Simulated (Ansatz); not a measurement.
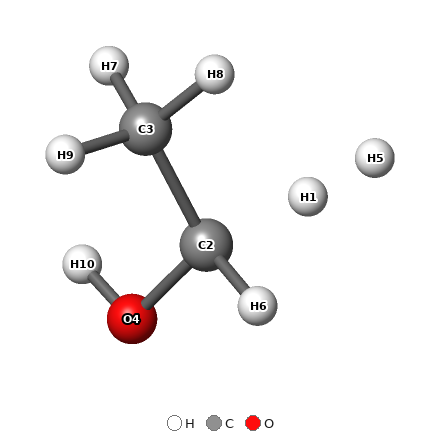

The system is the reacting system C₂H₇O (fragments C₂H₆O + H where the first distance is long, H₂ + C₂H₅O where the second is long), spin multiplicity 2; the picture shows the reference structure. The first coordinate is: distance H1–H5 (bond that forms); the second: distance H1–C2 (bond that breaks). Relaxed at each point: all other coordinates. The grid has 10 × 10 points. Points are written as (first, second). Energies: kJ/mol, counted from the lowest grid point. In part of the range the unrestricted reference is strongly spin-contaminated. Level of theory: UKS PBE0-D4/def2-SVP (Ansatz).

Its coordinates:

```xyz
10

H    -0.9225    0.8787   -0.6262
C     0.2242    0.0790   -0.5478
C     0.4675   -0.0578    0.9250
O     0.0148   -1.0762   -1.2479
H    -1.7511    1.4002   -0.6281
H     0.9455    0.7066   -1.0896
H    -0.3764   -0.5683    1.4204
H     0.5753    0.9302    1.3956
H     1.3827   -0.6408    1.1282
H    -0.5600   -1.6517   -0.7297
```

Range: distance H1–H5 (bond that forms) from 0.666 to 2.166 Å; distance H1–C2 (bond that breaks) from 0.963 to 2.763 Å.

### What will the energy surface look like?

The lowest grid point is at (0.762 Å, 2.763 Å). It lies in a valley that leaves the map towards separated partners. Other grid points that lie below all their neighbours: (1.210 Å, 1.238 Å) (42 kJ/mol higher). The energy also falls towards the edge at (2.166 Å, 1.078 Å) (32 kJ/mol above the lowest), where a further well may lie outside the range. The highest grid point, (2.166 Å, 2.763 Å), lies 393 kJ/mol above the lowest. On the interpolated surface the lowest path from the side where the first distance is long, about (2.17 Å, 1.12 Å), to the side where the second distance is long, (0.762 Å, 2.763 Å), has its top at about (1.08 Å, 1.26 Å), about 11 kJ/mol above the start and 41 kJ/mol above the end.

```tsv
second ↓, first →	0.666	0.762	0.895	1.046	1.210	1.385	1.570	1.762	1.961	2.166
2.763	20	0	22	78	152	230	299	348	377	393
2.517	21	0	21	76	147	222	287	333	361	377
2.278	24	2	20	73	141	210	269	310	336	351
2.047	31	7	22	70	132	193	244	278	299	311
1.826	45	17	25	65	117	167	206	231	245	252
1.616	68	33	30	57	95	129	155	170	177	181
1.419	104	57	38	47	65	83	96	102	106	107
1.238	156	93	54	42	42	45	47	48	48	48
1.078	238	159	99	67	51	43	38	35	33	32
0.963	345	254	180	136	110	94	85	79	76	74
```

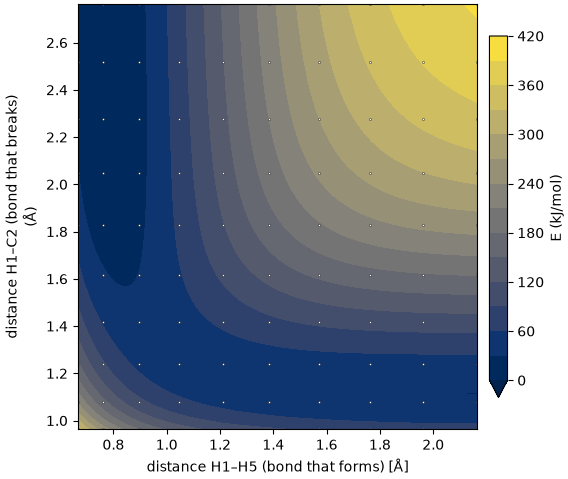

The picture shows filled contours, dots at the grid points. Between grid points the surface is interpolated.

Each point was launched as `ansatz run input.yaml --threads 1 --pin off --max-ram 2560MiB --backend cpu --events-out ev --progress --plain --runs-dir out`. Time for the 100 points that were run: 33 min on 1 thread of Arm Neoverse V2, with other jobs on the host.
